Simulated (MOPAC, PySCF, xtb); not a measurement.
C2H4 (SMILES C=C) and C3H8 (SMILES CCC) are pulled apart as rigid monomers along the line of their centres of mass, from the B3LYP-D3(BJ)/def2-TZVP minimum. Starting geometry (charge 0, multiplicity 1):
```xyz
17

C      0.64729    -0.33917     0.27889
C     -0.54019     0.23664     0.16783
H      1.49451     0.18190     0.70760
H      0.82015    -1.35622    -0.05165
H     -1.38919    -0.28460    -0.25756
H     -0.71310     1.25336     0.49940
C     -1.19201    -0.51012     3.96322
C      0.33246    -0.45761     3.98722
C      0.87344     0.96583     3.88810
H     -1.55950    -1.53455     4.04941
H     -1.61843     0.06847     4.78677
H     -1.57842    -0.09536     3.02948
H      0.72580    -1.05347     3.15918
H      0.70146    -0.92458     4.90543
H      1.96520     0.98314     3.89580
H      0.53757     1.44636     2.96633
H      0.52464     1.57770     4.72386
```

Interaction energies with rigid monomers; basis-set methods are counterpoise corrected unless marked otherwise.

Rows in 6-31G* carry no dispersion term and start afresh at each structure (6-31G* with six Cartesian d functions). The state reached by PM3 isn't checked.

Programs: MOPAC for PM3 (differences of heats of formation); PySCF for 6-31G* rows; xtb for the GFN methods. Values without a source in brackets are computed.

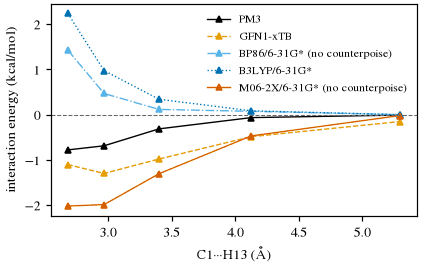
Interaction energy against separation

Problem. Which level binds most strongly at C1···H13 = 2.97, and by how much?

Solution. M06-2X/6-31G* (no counterpoise), -2.0 kcal/mol.
